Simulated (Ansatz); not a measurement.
```yaml
atoms:
  - { symbol: Si, position_ang: [0.0003, 0.0000, 0.0002] }
  - { symbol: F, position_ang: [0.0002, 0.0000, 1.5918] }
  - { symbol: F, position_ang: [1.5009, 0.0000, -0.5299] }
  - { symbol: F, position_ang: [-0.7499, 1.2995, -0.5303] }
  - { symbol: F, position_ang: [-0.7499, -1.2995, -0.5303] }
```

The calculation used RKS PBE/6-31G* (Ansatz 0.2.0).

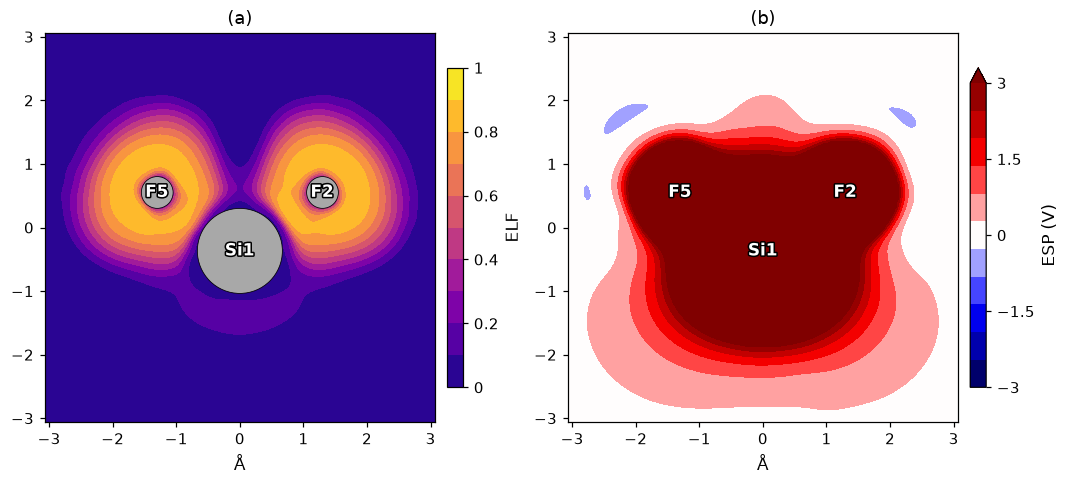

SiF4. (a) ELF; (b) electrostatic potential on the plane of atoms F2, Si1 and F5. Grey discs cover the atomic cores in the ELF map.

What do the fields say about this system?

Answer. The section cuts through Si and F sites.
Si–F (1.59 Å): the ELF peaks at about 0.85 in the valence shell of F, 0.7 Å from its nucleus, and is about 0.40 at the midpoint.
The ELF also peaks beside F5 and F2, away from the bonds: lone-pair regions.
The potential has no marked negative region in this plane.
